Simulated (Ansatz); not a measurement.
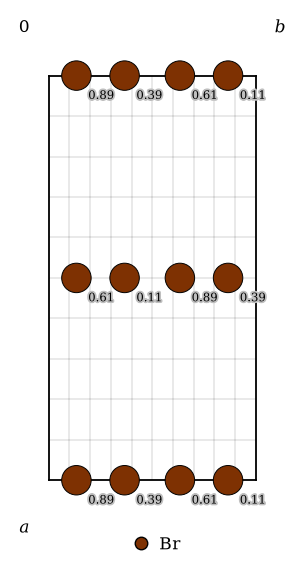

Plan of a unit cell projected along c (a down the page, b across); the numbers are heights as fractions of c, and atoms on the cell's edges are repeated. The grid marks tenths of a and b. Source: coordinates from a relaxation at fixed volume with DFT r2SCAN, scalar-relativistic, plane waves, PAW (Ansatz 0.2.0). Geometry calculated from the standardised cell; symmetry tolerance 0.002 Å.

a = 8.396 Å, b = 4.294 Å, c = 8.913 Å, α = 90.00°, β = 90.00°, γ = 90.00°.

Question: What does the cell contain?

Answer: 8 Br: Br, Z = 8.

Question: Which space group?

Answer: No. 64, Cmce, C-centred orthorhombic.

Question: Give the independent sites, coordinates to two places.

Answer:
```csv
atom,site,symmetry,x,y,z
Br,8f,m..,0.50,0.13,0.61
```
